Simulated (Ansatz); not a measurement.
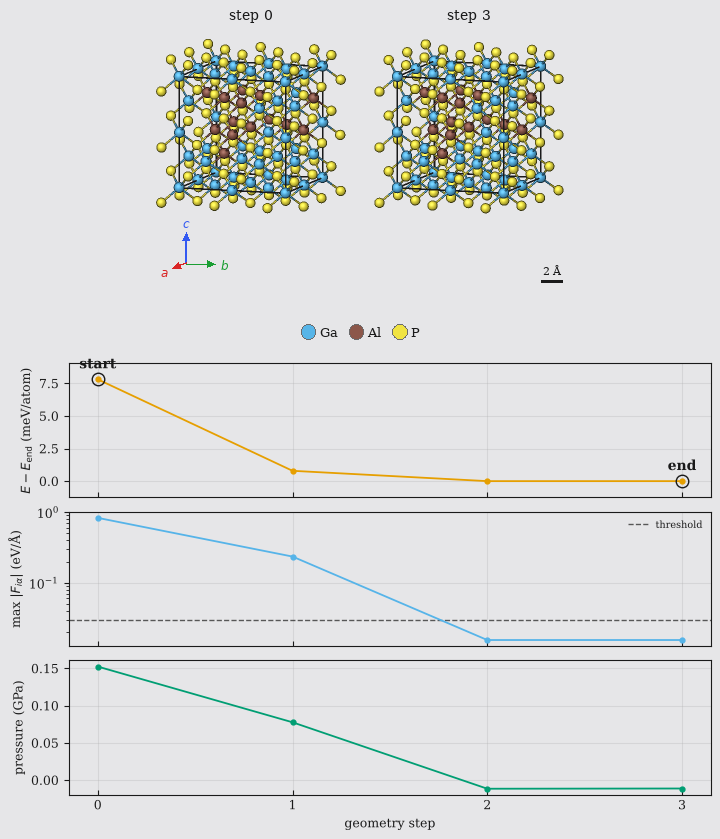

First and last geometry of a relaxation of a crystal of Ga$_{20}$Al$_{12}$P$_{32}$ (a generated structure, set up in P1), with the history of the run. A ball-and-stick model of the cell of the calculation, seen slightly off an axis.

Method: Ansatz, DFT, PBEsol, PAW, plane waves. (plane-wave cutoff 420 eV; k-point mesh 1 × 1 × 1; mesh shifted by (0.25, 0.25, 0.25); no spin polarisation; cell relaxed at fixed shape; force threshold 0.03 eV/Å; at most 80 steps)

> What do the curves and the structures tell?

It converged. The energy falls by 7.8 meV per atom in 3 geometry steps. Largest force component: 0.83 eV/Å at the start, 0.015 eV/Å at the end. The pressure goes from 0.15 to −0.01 GPa. The largest move is that of a P atom, 0.079 Å roughly along [−1 −1 3]. Largest moves by element: P 0.079 Å, Ga 0.051 Å, Al 0.051 Å. The cell doesn't change. Some distances before and after: Ga–P 2.435 → 2.361 Å, Al–P 2.303 → 2.365 Å, Al–P 2.418 → 2.364 Å, Ga–P 2.310 → 2.355 Å. Bond angles that change, for instance: Ga–P–Ga 113.0° → 109.5°, Ga–P–Ga 105.9° → 109.3°, P–Ga–P 112.9° → 109.7°. The space group stays P1 (No. 1). Cost: 6.5 s on 1 × NVIDIA GB300 Max-Q with 8 threads of Arm Neoverse-V2, peak memory 2 GiB.

```
step  E − E(0), meV/atom  largest force component, eV/Å  pressure, GPa
   0                0.00                         0.8307           0.15
   1               -7.01                         0.2353           0.08
   2               -7.80                         0.0155          -0.01
   3               -7.80                         0.0155          -0.01
```
